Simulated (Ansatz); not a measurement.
Geometry relaxation of BSiNH$_{8}$ (part 2 of 2)

BSiNH$_{8}$; RKS BLYP-D4/6-31G* (Ansatz 0.2.0). The input holds or restrains some coordinates. Forces given for the steps count only the free coordinates. It belongs to a series of runs on one base structure; here: pulled along the bonds that form and break, towards end A.

Geometry of the input (Å):
```
B  0.0000  0.0000  0.0000
H  0.0000  0.0000  1.5400
H  1.0305  0.0000  -0.5950
H  -1.0305  0.0000  -0.5950
N  0.0773  -1.7539  0.5833
H  -0.4410  -2.5119  0.0539
Si 1.0434  -2.1779  2.0663
H  1.2276  -3.6248  2.1308
H  2.3474  -1.5244  2.0018
H  0.3313  -1.7252  3.2578
H  0.0395  -0.8969  1.5631
```

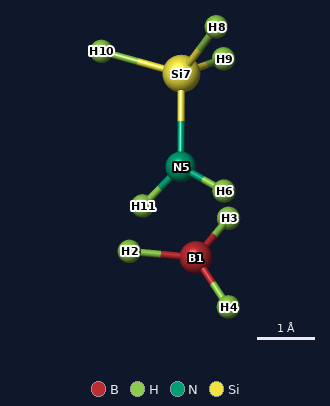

**Figure 1.** The geometry at step 12 of the log (ball-and-stick view, seen at an oblique angle; atoms are numbered from 1 in the order of the input).

Trajectory as extended XYZ, continued
```
11
Properties=species:S:1:pos:R:3:forces:R:3 step=6 energy=-10171.12931
B     0.0058    0.3951   -0.0547    0.2198  -0.9869  -0.1187
H    -0.0331    0.5632    1.1381   -0.0045   0.4657  -0.1249
H     1.0730    0.2862   -0.6167   -0.2598   0.3234   0.1383
H    -1.0243    0.2347   -0.6765    0.2133   0.2002   0.1603
N     0.0112   -2.1396    0.9135   -1.2065   2.1245   0.1469
H    -0.4329   -2.5794    0.1164    0.1034  -0.2119   0.0964
Si    1.1317   -2.3974    2.1656    1.1248  -0.5087   0.6067
H     1.4645   -3.8353    2.3393    0.0853  -0.1821  -0.0205
H     2.3853   -1.6000    2.0016    0.1703  -0.0933  -0.0437
H     0.5128   -1.8752    3.4138   -0.1175   0.0142   0.1769
H    -0.4684   -1.2674    1.2665   -0.3285  -1.1453  -1.0179
11
Properties=species:S:1:pos:R:3:forces:R:3 step=7 energy=-10171.34651
B     0.0249    0.3959   -0.0972    0.0964  -0.5775   0.0132
H    -0.0839    0.5597    1.0837    0.0761   0.4477   0.0600
H     1.1094    0.3705   -0.6173   -0.1137   0.1125   0.0704
H    -0.9804    0.2763   -0.7503    0.0882   0.0166  -0.0067
N    -0.1177   -2.1173    1.0133   -0.0489   0.7473   0.1420
H    -0.3969   -2.6056    0.1369    0.4148   0.4131   0.9065
Si    1.1804   -2.4067    2.2226   -0.7635   0.1351  -0.7264
H     1.5230   -3.8565    2.3140   -0.0520  -0.0596  -0.1007
H     2.4453   -1.6427    1.9746    0.0132  -0.0222   0.0202
H     0.5740   -1.9523    3.5153    0.1464   0.0234  -0.0063
H    -0.6525   -1.2362    1.2114    0.1431  -1.2365  -0.3722
11
Properties=species:S:1:pos:R:3:forces:R:3 step=8 energy=-10171.46051
B     0.0800    0.3783   -0.0598   -0.0003  -0.5564  -0.0773
H    -0.1643    0.5298    1.0994    0.0607   0.4615   0.1274
H     1.2066    0.4439   -0.4698   -0.0716   0.0539   0.0552
H    -0.8418    0.1868   -0.8123    0.0900   0.0650  -0.0024
N    -0.1705   -2.1050    1.0675   -0.4947   1.0981  -0.1010
H    -0.4433   -2.7089    0.3018    0.0624  -0.2012  -0.1540
Si    1.1521   -2.3619    2.1829   -0.0585   0.2188  -0.0165
H     1.4904   -3.8133    2.1842   -0.0267  -0.0968  -0.0214
H     2.3975   -1.5932    1.8561    0.0201  -0.0407   0.0292
H     0.6832   -1.9209    3.5353    0.0874  -0.0363   0.0183
H    -0.7643   -1.2506    1.1217    0.3312  -0.9658   0.1425
11
Properties=species:S:1:pos:R:3:forces:R:3 step=9 energy=-10171.49468
B     0.0748    0.3333   -0.0455   -0.0246  -0.2174  -0.0350
H    -0.3555    0.5499    1.0499    0.0232   0.3585   0.0785
H     1.2444    0.4655   -0.2806   -0.0407  -0.0781   0.0697
H    -0.7057    0.1064   -0.9321    0.0494  -0.0515   0.0233
N    -0.2519   -2.1147    1.1337   -0.1974   0.8630  -0.1311
H    -0.3991   -2.6198    0.2583   -0.0466   0.1102   0.0934
Si    1.1590   -2.3337    2.1453    0.1426  -0.3937   0.2239
H     1.4273   -3.8125    2.1766    0.0167   0.1028  -0.0263
H     2.4371   -1.6623    1.7410   -0.0391   0.0566  -0.0646
H     0.8183   -1.8725    3.5306   -0.0276   0.0545  -0.1110
H    -0.8233   -1.2547    1.2298    0.1443  -0.8049  -0.1209
11
Properties=species:S:1:pos:R:3:forces:R:3 step=10 energy=-10171.47853 accepted=F
B     0.0369    0.3659   -0.0512    0.2464  -0.8766   0.0459
H    -0.5253    0.6284    0.9943    0.1658   0.3792  -0.3569
H     1.2606    0.3883   -0.1266   -0.6403   0.1847   0.0431
H    -0.6291    0.0157   -1.0165    0.2584   0.2994   0.3708
N    -0.2552   -2.0750    1.1674   -0.2225   0.5513  -0.4264
H    -0.3823   -2.5505    0.2601   -0.0746   0.3474   0.4401
Si    1.1797   -2.3627    2.1381    0.0492  -0.0424   0.1802
H     1.4180   -3.8508    2.1420   -0.0324   0.1794   0.0036
H     2.4559   -1.7025    1.6961   -0.0502  -0.0344  -0.0430
H     0.8908   -1.8624    3.5275   -0.0088  -0.0791  -0.1573
H    -0.8246   -1.2093    1.2758    0.3091  -0.9090  -0.1001
11
Properties=species:S:1:pos:R:3:forces:R:3 step=11 energy=-10171.51297
B     0.0673    0.3415   -0.0485    0.0208  -0.3456  -0.0116
H    -0.4412    0.5733    1.0095   -0.0157   0.3670   0.0696
H     1.2513    0.4724   -0.1944   -0.0467  -0.0310   0.0449
H    -0.6408    0.0735   -0.9829    0.0413  -0.0112   0.0250
N    -0.2481   -2.0984    1.1502   -0.2805   0.8670  -0.1407
H    -0.4302   -2.6072    0.2846   -0.0154   0.0674   0.0638
Si    1.1727   -2.3526    2.1430    0.0460  -0.1386   0.0756
H     1.4328   -3.8287    2.1654    0.0025   0.0422  -0.0098
H     2.4368   -1.6788    1.7024    0.0043   0.0134  -0.0257
H     0.8523   -1.8677    3.5222   -0.0059   0.0162  -0.0449
H    -0.8273   -1.2423    1.2555    0.2493  -0.8468  -0.0462
11
Properties=species:S:1:pos:R:3:forces:R:3 step=12 energy=-10171.52454
B     0.0563    0.3452   -0.0545    0.0422  -0.4004   0.0267
H    -0.5261    0.5934    0.9656    0.0005   0.3386  -0.0187
H     1.2507    0.4763   -0.1160   -0.1225  -0.0093   0.0291
H    -0.5841    0.0505   -1.0328    0.0782   0.0207   0.0914
N    -0.2443   -2.0845    1.1664   -0.3148   0.8787  -0.1408
H    -0.4520   -2.5839    0.3018    0.0077   0.0285   0.0447
Si    1.1868   -2.3667    2.1394   -0.0092  -0.0020  -0.0119
H     1.4317   -3.8424    2.1594   -0.0025  -0.0076  -0.0014
H     2.4486   -1.7047    1.6734    0.0096  -0.0064  -0.0064
H     0.8844   -1.8663    3.5151    0.0107   0.0044  -0.0028
H    -0.8267   -1.2320    1.2893    0.3001  -0.8452  -0.0098
11
Properties=species:S:1:pos:R:3:forces:R:3 step=13 energy=-10171.53237
B     0.0596    0.3394   -0.0406    0.0585  -0.4224   0.0539
H    -0.6329    0.5759    0.9070   -0.0723   0.3570   0.0313
H     1.2467    0.4964    0.0326   -0.0425   0.0046   0.0087
H    -0.4591    0.0289   -1.0794    0.0263   0.0041   0.0300
N    -0.2665   -2.0842    1.1869   -0.2815   0.8813  -0.1018
H    -0.4923   -2.5754    0.3230   -0.0039   0.0077   0.0066
Si    1.1962   -2.3647    2.1132    0.0013   0.0067   0.0049
H     1.4223   -3.8433    2.1719   -0.0049   0.0062  -0.0039
H     2.4506   -1.7360    1.5825   -0.0048  -0.0222  -0.0033
H     0.9490   -1.8176    3.4823    0.0091  -0.0004  -0.0099
H    -0.8480   -1.2344    1.3276    0.3148  -0.8226  -0.0164
11
Properties=species:S:1:pos:R:3:forces:R:3 step=14 energy=-10171.53791 accepted=F
B     0.0476    0.3421   -0.0163    0.0690  -0.3587   0.0391
H    -0.7810    0.5886    0.8341    0.1223   0.2064  -0.2190
H     1.2201    0.5530    0.2135   -0.3377  -0.0635  -0.0606
H    -0.3181   -0.0141   -1.1200    0.1110   0.1050   0.3395
N    -0.2780   -2.0860    1.2014   -0.2299   0.9058  -0.0780
H    -0.5283   -2.5813    0.3463    0.0069   0.0232   0.0057
Si    1.2106   -2.3722    2.0870    0.0524   0.0126   0.0124
H     1.3920   -3.8562    2.2080   -0.0127   0.0538   0.0064
H     2.4695   -1.8181    1.4747   -0.0837  -0.0436   0.0386
H     1.0317   -1.7482    3.4389    0.0162  -0.0366  -0.0917
H    -0.8406   -1.2227    1.3393    0.2862  -0.8044   0.0078
11
Properties=species:S:1:pos:R:3:forces:R:3 step=15 energy=-10171.53605
B     0.0520    0.3465   -0.0286    0.1153  -0.5183   0.0357
H    -0.6999    0.5743    0.8745   -0.1070   0.3627   0.0161
H     1.2306    0.5262    0.1203   -0.0814   0.0238  -0.0177
H    -0.3919   -0.0016   -1.0923    0.0364   0.0631   0.0730
N    -0.2694   -2.0818    1.1897   -0.2631   0.8924  -0.0660
H    -0.5057   -2.5732    0.3291   -0.0017   0.0068  -0.0064
Si    1.2029   -2.3668    2.0999    0.0097  -0.0086  -0.0073
H     1.4029   -3.8481    2.1917   -0.0051   0.0138   0.0064
H     2.4625   -1.7813    1.5303   -0.0229  -0.0181   0.0061
H     0.9883   -1.7792    3.4586    0.0085  -0.0054  -0.0280
H    -0.8469   -1.2299    1.3339    0.3114  -0.8124  -0.0118
11
Properties=species:S:1:pos:R:3:forces:R:3 step=16 energy=-10171.52536 accepted=F
B     0.0497    0.3223   -0.0230    0.1070   0.1070  -0.1725
H    -0.7648    0.5663    0.8252   -0.0461   0.1401   0.0098
H     1.2084    0.6075    0.1730   -0.2039  -0.2361   0.0257
H    -0.3306    0.0356   -1.1363    0.0920  -0.1315   0.2694
N    -0.2753   -2.0943    1.2123   -0.2568   0.9598  -0.1406
H    -0.5211   -2.5814    0.3516   -0.0076  -0.0094  -0.0096
Si    1.2105   -2.3849    2.0990    0.0567   0.0251   0.0144
H     1.3889   -3.8671    2.2203   -0.0085   0.0214   0.0121
H     2.4677   -1.8320    1.4892   -0.0417  -0.0322   0.0166
H     1.0294   -1.7568    3.4454    0.0121  -0.0277  -0.0429
H    -0.8372   -1.2302    1.3503    0.2968  -0.8166   0.0175
11
Properties=species:S:1:pos:R:3:forces:R:3 step=17 energy=-10171.54021
B     0.0462    0.3453   -0.0281    0.1150  -0.4314   0.0167
H    -0.7393    0.5719    0.8471   -0.0987   0.3257   0.0141
H     1.2168    0.5489    0.1554   -0.0952  -0.0080  -0.0099
H    -0.3599    0.0010   -1.1085    0.0412   0.0304   0.0921
N    -0.2677   -2.0803    1.1970   -0.2674   0.9020  -0.0844
H    -0.5088   -2.5653    0.3339   -0.0053   0.0036  -0.0033
Si    1.2089   -2.3746    2.0970    0.0035   0.0054  -0.0003
H     1.3925   -3.8568    2.2051   -0.0009   0.0108   0.0048
H     2.4696   -1.8088    1.5111   -0.0185  -0.0203   0.0012
H     1.0104   -1.7685    3.4496    0.0083  -0.0066  -0.0213
H    -0.8431   -1.2279    1.3475    0.3179  -0.8115  -0.0098
```

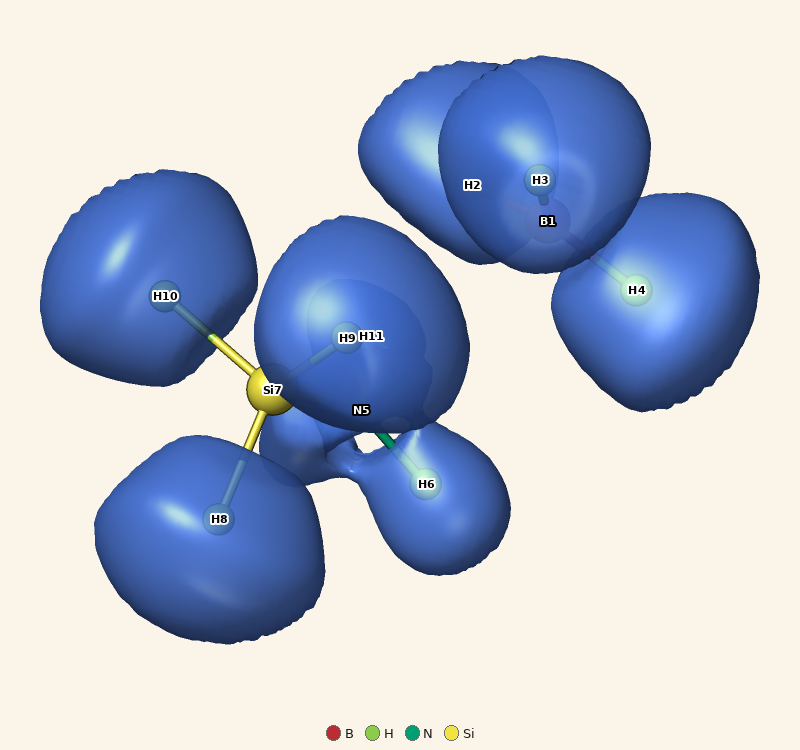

**Figure 2.** Isosurface of the ELF at 0.8 (blue), seen at an oblique angle. Core shells and regions of very low density are left out. Along the contacts the grid gives the following. Si–N (1.75 Å): the ELF peaks at about 0.90 between the atoms, which marks a shared but strongly polarised pair.

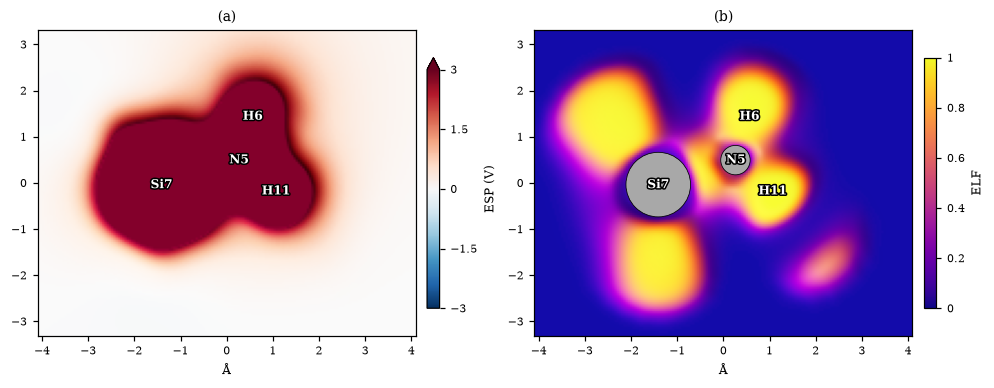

**Figure 3.** (a) molecular electrostatic potential; (b) electron localisation function on the plane of atoms Si7, N5 and H11. Grey discs, where drawn, cover atomic cores. The section cuts through N, H and Si sites. N–H (1.02 Å): the ELF climbs to about 1 towards the hydrogen, as it does in any bond to H (a covalent bond by its length). The potential has no marked negative region in this plane.

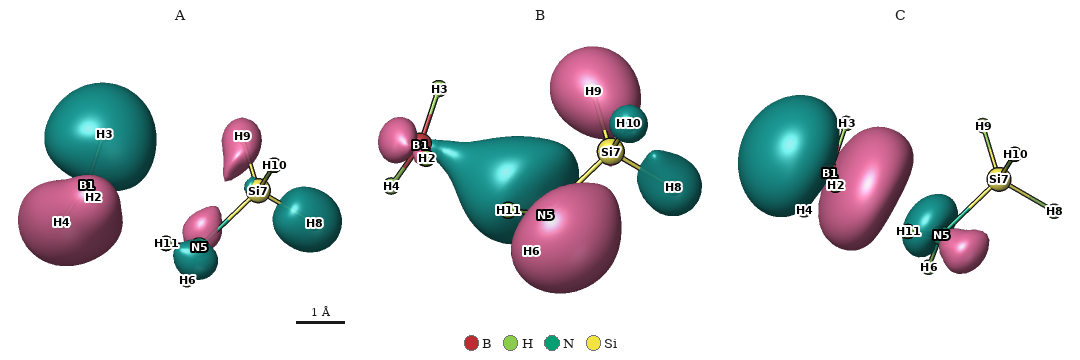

**Figure 4.** Three frontier orbitals at ±0.1 Å⁻³ᐟ² (teal and pink are the two phases). A is the HOMO−1 (−7.87 eV). By Hirshfeld shares it lies mainly on B1 (40 %), H3 (30 %) and H4 (15 %). B is the HOMO (−5.93 eV). C is the LUMO (−1.87 eV). It lies mainly on B1 (65 %) and N5 (10 %). The HOMO–LUMO gap is 4.06 eV between the orbital energies.

Summary

- outcome: converged under the restraints of the input
- total energy: −10171.5405 eV
- mean-field energy: −10171.1845 eV
- largest force (length of the vector) at the end, held atoms and coordinates included: 0.945 eV/Å
- hardware: 1 thread of Intel Xeon @ 2.50GHz (Skylake/Cascade Lake), 32 GiB of memory available, shared host
- wall time: 42 s
- peak memory: 0.15 GiB
